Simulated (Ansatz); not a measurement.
# Ga3AsP2: the cost of one run

The runs shown are made with Ansatz 0.2.0. PAW datasets, plane waves, zero pressure. Spin-unpolarised throughout. Whether this structure exists isn't addressed.

### 1 The system as given

This is the cell as the run starts from it, not yet at rest; its lengths are not the crystal's.

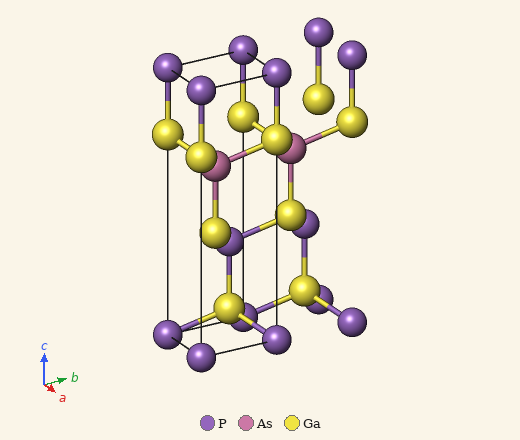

View slightly off an axis; phosphorus purple, arsenic pink, gallium yellow. 1×2×1 cells are drawn.

The structure in full:

```
CELL_PARAMETERS angstrom
3.74952 0.00000 0.00000
-1.87476 3.24718 0.00000
0.00000 0.00000 9.18440
ATOMIC_POSITIONS crystal
P 0.00000 0.00000 0.00000
P 0.33333 0.66667 0.33333
As 0.66667 0.33333 0.66667
Ga 0.33333 0.66667 0.08333
Ga 0.66667 0.33333 0.41667
Ga 0.00000 0.00000 0.75000
```

### 2 Relaxing with PBE

Input file input.yaml:

```yaml
crystal:
  lattice:
    - [3.7495155989, 0.0, 0.0]
    - [-1.8747577995, 3.2471757606, 0.0]
    - [0.0, 0.0, 9.1844]
  atoms:
    - { symbol: P, position: [0.0, 0.0, 0.0] }
    - { symbol: P, position: [0.3333333333, 0.6666666667, 0.3333333333] }
    - { symbol: As, position: [0.6666666667, 0.3333333333, 0.6666666667] }
    - { symbol: Ga, position: [0.3333333333, 0.6666666667, 0.0833333333] }
    - { symbol: Ga, position: [0.6666666667, 0.3333333333, 0.4166666667] }
    - { symbol: Ga, position: [0.0, 0.0, 0.75] }
kpoints:
  mp_grid: { grid: [12, 12, 4] }
hamiltonian:
  xc: pbe
scf:
  occupations: { method: fermi_dirac, width: 0.02 }
relax:
  f_tol: 0.005
  cell: {}
```

The run is started by

```
ansatz run input.yaml --threads 4 --pin off --max-ram 6451MiB --backend cpu --events-out ev --progress --plain --runs-dir out
```

What time and memory should one allow on 4 threads of Intel Xeon 6975P-C (Granite Rapids), shared host?

About 33 s, with a peak of 0.65 GiB.
